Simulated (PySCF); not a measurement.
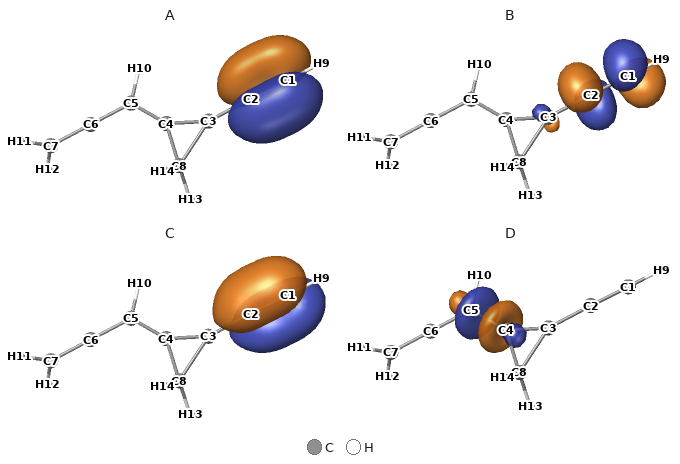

Figure. C$_{8}$H$_{6}$, SMILES `C#CC1=C(C=C=C)C1`. Intrinsic bond orbitals (IBO), occupied and valence-virtual; each surface holds about 80 % of the orbital's density. Energies are diagonal elements of the Fock matrix.

PySCF calculation, HF/def2-SVP, gas phase; geometry: GFN2-xTB. No frequency check shows the geometry to be a minimum.

Q: Name the orbitals, with their atomic make-up and energies.

A: By panel:
- A: π bond C1–C2 (C1 51 %, C2 48 %; −11.3 eV)
- B: π* orbital C2–C1 (C2 48 %, C1 48 %; 9.1 eV)
- C: π bond C2–C1 (C2 49 %, C1 49 %; −11.2 eV)
- D: σ* orbital C5–C4 (C5 50 %, C4 48 %; 21.6 eV)

Q: How do all the valence pairs divide up?

A: 19 pairs: 14 σ bonds and 5 two-centre π bonds.

Run time: 9.3 s on 1 thread of AMD EPYC (Zen 3), on a shared host, peak memory 0.51 GiB.
